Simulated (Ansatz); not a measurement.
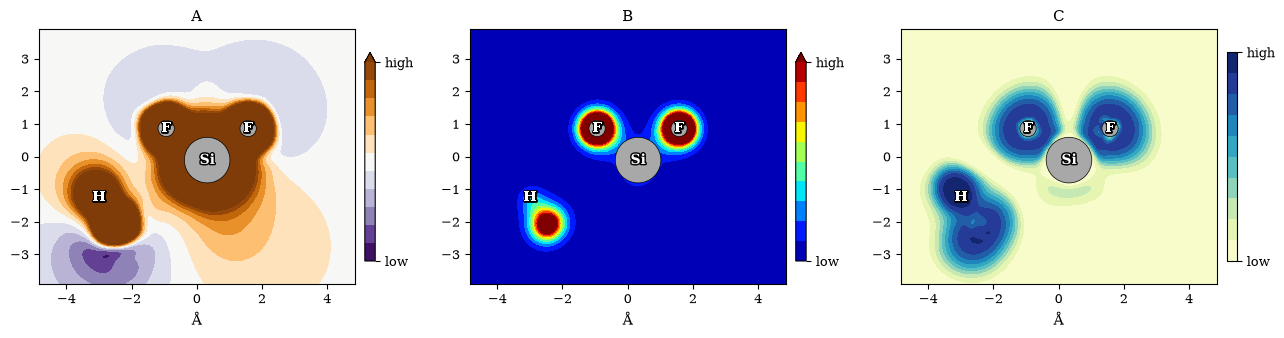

F2H3NSi···H2O: 3 fields on the plane of atoms F3, Si1 and F4, with unlabelled colour scales. Grey discs cover the atomic cores.

The product side of a reaction path; geometry: PBE0-D4/def2-TZVP.

These are results of RKS PBE0-D4/def2-TZVPP in Ansatz 0.2.0, not measurements.

Match the panels to the quantities (electron density, electron localisation function and electrostatic potential).

Answer. Panel A: electrostatic potential (strongly positive close to the atoms, with negative regions outside electron-rich atoms). Panel B: electron density. Panel C: electron localisation function. From the grid: Si–F (1.59 Å): ρ is about 1.2 e/Å³ halfway; the ELF peaks at about 0.85 in the valence shell of F, 0.6 Å from its nucleus, and is about 0.55 at the midpoint.
